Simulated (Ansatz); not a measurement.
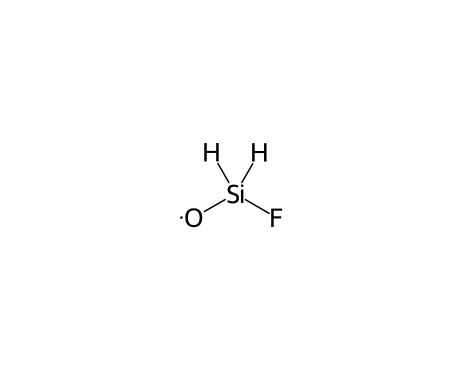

Source: calculation with Ansatz.

State: neutral, doublet.

### Write the SMILES.

[O][SiH2]F

### What is the molecular formula?

FH2OSi.

### An optimisation with PBE0-D4/def2-TZVP gave a structure of which point group?

Cs.
